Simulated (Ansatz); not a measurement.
## GeH4ClO3F: molecular dynamics (part 4 of 4)

The same run, continued: GeH4ClO3F; RKS B3LYP-D4/def2-SVP (Ansatz 0.2.0). It belongs to a series of runs on one base structure; here: dynamics from the highest image of the converged band.

Geometry of the input (Å):
```
Ge 0.2749  0.1294  -0.1220
Cl -1.1195  0.4526  2.2800
O  1.7087  0.0087  -1.1366
H  1.7171  -0.8004  -1.6669
F  -0.8371  1.1866  -0.8982
O  -0.1936  -1.5265  0.1804
H  -0.8206  -1.5235  0.9278
O  1.1731  1.2064  1.1593
H  2.1131  1.0018  1.3047
H  0.4501  1.0614  1.9723
```

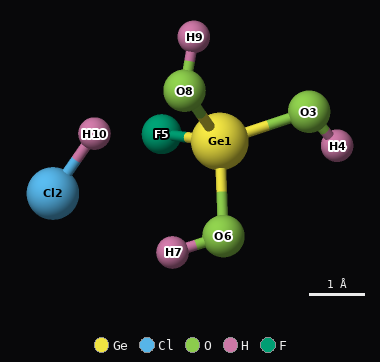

**Figure 1.** The geometry at step 155 of the log (ball-and-stick view, seen at a tilt; atoms are numbered from 1 in the order of the input).

**Trajectory as extended XYZ, continued**
```
10
Properties=species:S:1:pos:R:3:forces:R:3 step=109 time_fs=54.5 energy=-77950.96231 temperature=545.8
Ge    0.3581    0.1234   -0.1366    0.6852   0.7466  -1.7421
Cl   -1.2615    0.5193    2.4222    0.1358   0.1404   0.4277
O     1.6828    0.0511   -1.3136   -0.2200  -0.6456  -0.0405
H     1.7270   -0.8303   -1.7271    0.0585   0.3686   0.0415
F    -0.8389    1.1344   -0.8660   -0.2111  -0.0621   0.1427
O    -0.1818   -1.4836    0.1371    0.1924  -0.7292  -0.2161
H    -0.8519   -1.5357    0.8143   -0.5644  -0.0931   0.5892
O     1.1651    1.0465    1.1103   -1.2703  -0.2255   1.4770
H     1.9759    1.3791    0.7835    1.7300   0.6694  -0.5777
H    -0.0084    0.9846    2.3874   -0.5361  -0.1694  -0.1018
10
Properties=species:S:1:pos:R:3:forces:R:3 step=114 time_fs=57.0 energy=-77951.01090 temperature=591.7
Ge    0.3655    0.1282   -0.1472    0.9228   0.6450  -1.5116
Cl   -1.2771    0.5209    2.4374   -1.5999  -0.5113   0.4552
O     1.6904    0.0315   -1.3198   -0.2119  -0.0844   0.0835
H     1.7450   -0.8190   -1.7737   -0.0365  -0.0263  -0.0565
F    -0.8516    1.1261   -0.8524   -0.2293   0.0424   0.0424
O    -0.1787   -1.4694    0.1418   -0.2030  -0.9797   0.1361
H    -0.8621   -1.5494    0.8154   -0.1798   0.0326   0.2077
O     1.1754    1.0332    1.1143    0.2903   0.4388   0.6542
H     1.9771    1.4431    0.7543    0.0230  -0.0626   0.0776
H    -0.0952    0.9760    2.3933    1.2244   0.5055  -0.0886
10
Properties=species:S:1:pos:R:3:forces:R:3 step=118 time_fs=59.0 energy=-77950.97559 temperature=559.1
Ge    0.3719    0.1324   -0.1565    0.9639   0.4584  -1.2660
Cl   -1.2913    0.5216    2.4500   -1.7629  -0.5858   0.4601
O     1.6958    0.0154   -1.3246   -0.1734   0.2861   0.1744
H     1.7580   -0.8092   -1.8129   -0.1115  -0.2579  -0.1250
F    -0.8624    1.1194   -0.8413   -0.2173   0.1224  -0.0308
O    -0.1767   -1.4607    0.1459   -0.9070  -1.1701   0.8014
H    -0.8794   -1.5592    0.8267    0.5695   0.2284  -0.5058
O     1.1840    1.0236    1.1195    1.6126   1.2390  -0.1459
H     1.9887    1.4953    0.7308   -1.3994  -0.9052   0.7526
H    -0.1212    0.9874    2.3941    1.4255   0.5847  -0.1150
10
Properties=species:S:1:pos:R:3:forces:R:3 step=123 time_fs=61.5 energy=-77951.07425 temperature=652.7
Ge    0.3807    0.1380   -0.1691    0.8022   0.0504  -0.8924
Cl   -1.3113    0.5218    2.4666    0.0608   0.1449   0.3462
O     1.7021   -0.0039   -1.3301   -0.0564   0.1032  -0.0774
H     1.7677   -0.8076   -1.8664   -0.2438   0.0957   0.1721
F    -0.8764    1.1115   -0.8276   -0.1433   0.1936  -0.0854
O    -0.1770   -1.4536    0.1533   -0.3443  -0.9578   0.2890
H    -0.8750   -1.5597    0.8183    0.1186   0.2312  -0.0553
O     1.1994    1.0153    1.1258    0.2540   0.4527   0.1382
H     1.9391    1.5180    0.7374   -0.1182  -0.1514   0.2548
H    -0.0896    1.0277    2.3893   -0.3295  -0.1625  -0.0897
10
Properties=species:S:1:pos:R:3:forces:R:3 step=127 time_fs=63.5 energy=-77951.00351 temperature=586.3
Ge    0.3882    0.1425   -0.1798    0.6380  -0.2911  -0.5588
Cl   -1.3274    0.5220    2.4802    0.9817   0.5368   0.2453
O     1.7070   -0.0189   -1.3347    0.0122   0.0973  -0.1874
H     1.7655   -0.8042   -1.9033   -0.3042   0.2023   0.2915
F    -0.8879    1.1056   -0.8168   -0.0607   0.2258  -0.1097
O    -0.1783   -1.4505    0.1601    0.5527  -0.6011  -0.5158
H    -0.8654   -1.5502    0.8081   -0.6696   0.1369   0.6926
O     1.2126    1.0100    1.1311   -1.5778  -0.9076   0.8071
H     1.8914    1.5288    0.7544    1.6199   1.1710  -0.6066
H    -0.0710    1.0561    2.3814   -1.1922  -0.5703  -0.0582
10
Properties=species:S:1:pos:R:3:forces:R:3 step=132 time_fs=66.0 energy=-77951.07397 temperature=652.8
Ge    0.3980    0.1480   -0.1935    0.5346  -0.5401  -0.1188
Cl   -1.3462    0.5230    2.4977    0.7860   0.4648   0.2058
O     1.7131   -0.0372   -1.3409    0.0536   0.5417   0.0249
H     1.7467   -0.7920   -1.9360   -0.2973  -0.1874  -0.0009
F    -0.9025    1.0989   -0.8036    0.0310   0.2438  -0.1385
O    -0.1783   -1.4487    0.1673   -0.0266  -0.4391   0.0560
H    -0.8825   -1.5298    0.8260    0.0315   0.2624   0.0341
O     1.2248    1.0011    1.1400   -0.0041   0.3653  -0.3424
H     1.9003    1.5915    0.7524   -0.1569  -0.2132   0.3139
H    -0.1084    1.0623    2.3685   -0.9520  -0.4984  -0.0341
10
Properties=species:S:1:pos:R:3:forces:R:3 step=136 time_fs=68.0 energy=-77951.06026 temperature=640.4
Ge    0.4063    0.1520   -0.2045    0.4825  -0.6362   0.2471
Cl   -1.3604    0.5244    2.5119   -0.3826  -0.0492   0.3009
O     1.7182   -0.0506   -1.3459    0.1089   0.6007  -0.0142
H     1.7187   -0.7881   -1.9606   -0.2862  -0.2458  -0.0783
F    -0.9141    1.0941   -0.7934    0.1090   0.2329  -0.1468
O    -0.1783   -1.4485    0.1730   -0.5897  -0.2565   0.5986
H    -0.8982   -1.5030    0.8450    0.6700   0.2984  -0.5684
O     1.2340    0.9946    1.1465    0.8270   1.2235  -1.0454
H     1.9105    1.6399    0.7592   -1.1717  -1.1954   0.8069
H    -0.1780    1.0466    2.3565    0.2328   0.0276  -0.1003
10
Properties=species:S:1:pos:R:3:forces:R:3 step=141 time_fs=70.5 energy=-77951.07354 temperature=652.6
Ge    0.4169    0.1566   -0.2181    0.3352  -0.7541   0.6798
Cl   -1.3788    0.5260    2.5301   -1.6744  -0.6428   0.4789
O     1.7248   -0.0654   -1.3524    0.1306   0.1456  -0.4950
H     1.6687   -0.7933   -1.9930   -0.2151   0.1872   0.2518
F    -0.9282    1.0887   -0.7811    0.2527   0.1838  -0.1268
O    -0.1799   -1.4490    0.1818    0.1336   0.1944  -0.0348
H    -0.8875   -1.4544    0.8434    0.0168   0.1566   0.0212
O     1.2477    0.9899    1.1513   -0.6399  -0.1229  -0.5643
H     1.8702    1.6454    0.8053    0.1005   0.0259   0.0605
H    -0.2459    1.0314    2.3349    1.5600   0.6263  -0.2712
10
Properties=species:S:1:pos:R:3:forces:R:3 step=145 time_fs=72.5 energy=-77951.06129 temperature=641.7
Ge    0.4256    0.1598   -0.2286    0.1461  -0.8403   0.9341
Cl   -1.3953    0.5266    2.5453   -0.7461  -0.2423   0.3030
O     1.7305   -0.0767   -1.3588    0.0886   0.0551  -0.6248
H     1.6193   -0.7916   -2.0099   -0.1137   0.2492   0.2697
F    -0.9390    1.0848   -0.7715    0.4031   0.1324  -0.1039
O    -0.1809   -1.4489    0.1889    0.8183   0.4824  -0.6422
H    -0.8758   -1.4082    0.8408   -0.6252   0.0916   0.6111
O     1.2572    0.9860    1.1536   -2.0271  -1.6281   0.0102
H     1.8383    1.6477    0.8473    1.3712   1.4855  -0.6286
H    -0.2421    1.0420    2.3073    0.6848   0.2145  -0.1286
10
Properties=species:S:1:pos:R:3:forces:R:3 step=150 time_fs=75.0 energy=-77951.07175 temperature=650.7
Ge    0.4365    0.1631   -0.2410   -0.1196  -0.8850   1.1246
Cl   -1.4169    0.5271    2.5646    0.8454   0.4534  -0.0963
O     1.7379   -0.0905   -1.3688    0.0638   0.3382  -0.4007
H     1.5516   -0.7788   -2.0193   -0.0361  -0.0855  -0.1072
F    -0.9513    1.0803   -0.7597    0.5903   0.0751  -0.0930
O    -0.1799   -1.4472    0.1961    0.0359   0.8123   0.1095
H    -0.8871   -1.3460    0.8633    0.1943  -0.0591  -0.1581
O     1.2633    0.9770    1.1559   -0.3487   0.4030  -0.7474
H     1.8545    1.7107    0.8747   -0.4113  -0.5462   0.1683
H    -0.2079    1.0634    2.2677   -0.8140  -0.5062   0.2004
10
Properties=species:S:1:pos:R:3:forces:R:3 step=155 time_fs=77.5 energy=-77950.97997 temperature=563.2
Ge    0.4474    0.1658   -0.2525   -0.2879  -0.8363   1.2836
Cl   -1.4372    0.5283    2.5839    1.1888   0.5727  -0.2667
O     1.7455   -0.1032   -1.3804   -0.0929   0.2097  -0.5410
H     1.4821   -0.7686   -2.0328    0.1359  -0.0193  -0.1116
F    -0.9617    1.0761   -0.7483    0.7516   0.0182  -0.0885
O    -0.1787   -1.4423    0.2035   -0.3775   1.1055   0.5109
H    -0.8896   -1.2877    0.8789    0.6062  -0.2628  -0.5596
O     1.2675    0.9689    1.1558    0.2040   1.2245  -0.8962
H     1.8544    1.7498    0.9076   -1.0347  -1.3800   0.3280
H    -0.2161    1.0575    2.2391   -1.0936  -0.6322   0.3412
10
Properties=species:S:1:pos:R:3:forces:R:3 step=159 time_fs=79.5 energy=-77951.02656 temperature=606.6
Ge    0.4559    0.1674   -0.2610   -0.2898  -0.7175   1.4184
Cl   -1.4521    0.5299    2.5989    0.5463   0.2663  -0.1372
O     1.7514   -0.1128   -1.3911   -0.3523  -0.0708  -0.8141
H     1.4321   -0.7615   -2.0483    0.3631   0.2141   0.0817
F    -0.9683    1.0727   -0.7394    0.8555  -0.0288  -0.0857
O    -0.1785   -1.4355    0.2106    0.3002   1.0804  -0.1237
H    -0.8689   -1.2513    0.8706   -0.1081  -0.2341   0.0905
O     1.2711    0.9653    1.1533   -1.0781  -0.5066  -0.4607
H     1.8151    1.7291    0.9464    0.2158   0.3025  -0.2111
H    -0.2672    1.0267    2.2300   -0.4526  -0.3054   0.2419
10
Properties=species:S:1:pos:R:3:forces:R:3 step=164 time_fs=82.0 energy=-77950.94723 temperature=531.2
Ge    0.4664    0.1689   -0.2704   -0.2494  -0.5470   1.4924
Cl   -1.4701    0.5322    2.6176   -1.1072  -0.4250   0.3808
O     1.7575   -0.1249   -1.4072   -0.4976   0.0377  -0.6740
H     1.3889   -0.7424   -2.0648    0.4211   0.0716  -0.0959
F    -0.9742    1.0684   -0.7285    0.9453  -0.0635  -0.1031
O    -0.1770   -1.4235    0.2189    0.8187   0.9159  -0.6228
H    -0.8517   -1.2176    0.8676   -0.6705  -0.1594   0.6005
O     1.2718    0.9585    1.1486   -1.7612  -1.6389  -0.2658
H     1.7819    1.7268    0.9823    0.9160   1.3949  -0.4697
H    -0.3469    0.9755    2.2289    1.1849   0.4137  -0.2423
10
Properties=species:S:1:pos:R:3:forces:R:3 step=168 time_fs=84.0 energy=-77950.95299 temperature=536.3
Ge    0.4746    0.1698   -0.2771   -0.3111  -0.4988   1.3838
Cl   -1.4857    0.5336    2.6330   -1.3059  -0.4903   0.4633
O     1.7610   -0.1345   -1.4220   -0.4533   0.3265  -0.3310
H     1.3720   -0.7238   -2.0817    0.2941  -0.2005  -0.3999
F    -0.9767    1.0649   -0.7200    0.9907  -0.0559  -0.1397
O    -0.1739   -1.4113    0.2242    0.0689   0.9568   0.0844
H    -0.8623   -1.1984    0.8869    0.0749  -0.3360  -0.1169
O     1.2679    0.9494    1.1442   -0.1972   0.6513  -0.5641
H     1.7886    1.7750    0.9927   -0.5603  -0.8407  -0.0514
H    -0.3680    0.9487    2.2201    1.3993   0.4875  -0.3284
10
Properties=species:S:1:pos:R:3:forces:R:3 step=173 time_fs=86.5 energy=-77950.97439 temperature=557.1
Ge    0.4846    0.1705   -0.2845   -0.4835  -0.5786   1.0749
Cl   -1.5067    0.5347    2.6528    0.3683   0.1019  -0.1745
O     1.7639   -0.1454   -1.4415   -0.5741   0.3079  -0.3121
H     1.3672   -0.7100   -2.1228    0.3087  -0.0904  -0.2415
F    -0.9770    1.0603   -0.7098    1.0386  -0.0155  -0.1902
O    -0.1699   -1.3929    0.2310   -0.3594   0.7574   0.4897
H    -0.8704   -1.1921    0.9038    0.5155  -0.3457  -0.5290
O     1.2622    0.9400    1.1367    0.2263   1.2998  -0.4220
H     1.7692    1.7928    1.0020   -0.8225  -1.3280   0.0257
H    -0.3308    0.9371    2.1958   -0.2180  -0.1088   0.2789
10
Properties=species:S:1:pos:R:3:forces:R:3 step=177 time_fs=88.5 energy=-77950.97612 temperature=558.4
Ge    0.4923    0.1707   -0.2897   -0.5979  -0.6677   0.7862
Cl   -1.5233    0.5357    2.6685    1.2620   0.3693  -0.5335
O     1.7647   -0.1534   -1.4580   -0.7154   0.1754  -0.4438
H     1.3765   -0.7031   -2.1663    0.3620   0.1429   0.1060
F    -0.9749    1.0566   -0.7021    1.0531   0.0308  -0.2320
O    -0.1674   -1.3761    0.2377    0.2728   0.3039  -0.1126
H    -0.8581   -1.2015    0.8977   -0.1149  -0.0942   0.0780
O     1.2581    0.9355    1.1297   -0.8781  -0.6721  -0.0316
H     1.7219    1.7566    1.0098    0.4332   0.7913  -0.2327
H    -0.3037    0.9256    2.1859   -1.0770  -0.3795   0.6159
10
Properties=species:S:1:pos:R:3:forces:R:3 step=182 time_fs=91.0 energy=-77950.98208 temperature=564.5
Ge    0.5015    0.1705   -0.2957   -0.6366  -0.6881   0.4165
Cl   -1.5422    0.5375    2.6873    1.1080   0.2785  -0.4685
O     1.7633   -0.1626   -1.4800   -0.5999   0.3748  -0.1351
H     1.4062   -0.6879   -2.2161    0.1424   0.0567   0.0676
F    -0.9693    1.0520   -0.6931    0.9882   0.1146  -0.3089
O    -0.1632   -1.3543    0.2454    0.7018  -0.2461  -0.5314
H    -0.8513   -1.2175    0.8965   -0.5664   0.1129   0.5056
O     1.2500    0.9277    1.1207   -0.8465  -0.9334   0.1484
H     1.6864    1.7554    1.0071    0.6447   1.2166  -0.2364
H    -0.3249    0.8922    2.2054   -0.9356  -0.2865   0.5423
10
Properties=species:S:1:pos:R:3:forces:R:3 step=186 time_fs=93.0 energy=-77951.00076 temperature=582.0
Ge    0.5085    0.1699   -0.3002   -0.6010  -0.6305   0.1084
Cl   -1.5560    0.5392    2.7018   -0.0915  -0.0794   0.0095
O     1.7605   -0.1689   -1.4981   -0.4100   0.6386   0.2816
H     1.4367   -0.6732   -2.2531   -0.1091  -0.1325  -0.1604
F    -0.9625    1.0486   -0.6866    0.8689   0.2059  -0.3897
O    -0.1582   -1.3373    0.2504   -0.1228  -0.5674   0.2185
H    -0.8662   -1.2265    0.9135    0.2111   0.0866  -0.2237
O     1.2413    0.9191    1.1139    0.5865   1.5325   0.0214
H     1.6835    1.8018    0.9952   -0.5634  -1.1277   0.0750
H    -0.3803    0.8534    2.2437    0.2313   0.0738   0.0593
10
Properties=species:S:1:pos:R:3:forces:R:3 step=191 time_fs=95.5 energy=-77950.91695 temperature=502.0
Ge    0.5168    0.1687   -0.3057   -0.5471  -0.6057  -0.2332
Cl   -1.5737    0.5412    2.7201   -1.5542  -0.4324   0.5582
O     1.7556   -0.1748   -1.5197   -0.3787   0.5925   0.2574
H     1.4693   -0.6605   -2.3058   -0.1812  -0.0022   0.0893
F    -0.9516    1.0450   -0.6796    0.6997   0.3310  -0.4846
O    -0.1525   -1.3182    0.2575   -0.5302  -1.0199   0.5702
H    -0.8731   -1.2325    0.9224    0.5431   0.1432  -0.5257
O     1.2322    0.9133    1.1056    0.7833   1.6826   0.1527
H     1.6531    1.8051    0.9838   -0.5090  -1.1152   0.1219
H    -0.4296    0.8104    2.2919    1.6743   0.4260  -0.5063
10
Properties=species:S:1:pos:R:3:forces:R:3 step=195 time_fs=97.5 energy=-77950.92497 temperature=508.8
Ge    0.5231    0.1673   -0.3103   -0.5324  -0.6841  -0.4598
Cl   -1.5894    0.5423    2.7352   -0.5834  -0.1953   0.1899
O     1.7507   -0.1779   -1.5363   -0.3818   0.4880   0.1202
H     1.4877   -0.6510   -2.3451   -0.1899   0.1577   0.3927
F    -0.9413    1.0429   -0.6751    0.5719   0.4297  -0.5499
O    -0.1491   -1.3055    0.2645    0.2066  -1.3359  -0.1070
H    -0.8584   -1.2313    0.9099   -0.2421   0.2478   0.1954
O     1.2269    0.9128    1.0994   -0.2022  -0.6139   0.5061
H     1.6089    1.7649    0.9791    0.6368   1.3197  -0.1232
H    -0.4070    0.7921    2.3125    0.7165   0.1863  -0.1645
10
Properties=species:S:1:pos:R:3:forces:R:3 step=200 time_fs=100.0 energy=-77950.88180 temperature=467.2
Ge    0.5306    0.1652   -0.3164   -0.5162  -0.7799  -0.6999
Cl   -1.6097    0.5435    2.7544    1.1798   0.1378  -0.4077
O     1.7433   -0.1800   -1.5565   -0.2191   0.6696   0.4832
H     1.4996   -0.6320   -2.3753   -0.3400   0.0073   0.1573
F    -0.9268    1.0415   -0.6711    0.3881   0.5538  -0.6360
O    -0.1441   -1.2943    0.2728    0.4619  -1.5676  -0.3312
H    -0.8542   -1.2163    0.9056   -0.5458   0.2881   0.4677
O     1.2199    0.9106    1.0933    0.1795  -0.0350   0.6108
H     1.5845    1.7792    0.9675    0.4202   0.8761  -0.0195
H    -0.3489    0.7776    2.3320   -1.0085  -0.1503   0.3753
```

**Key numbers**

| quantity | value |
| --- | --- |
| outcome | finished |
| mean temperature over the second half | 572 K |
| trajectory | 200 steps, 100 fs |
| ensemble | nve |
| temperature in the input | 300.0 K |
| time step | 0.5 fs |
| potential energy (last step) | −77950.8820 eV |
| mean-field energy (last step) | −77950.5150 eV |
| largest force (length of the vector) (last step) | 1.667 eV/Å |
| wall time | 8.4 min (CPU time 32 min) |
| peak memory | 0.34 GiB |

**Notes**

So short a trajectory is not equilibrated.
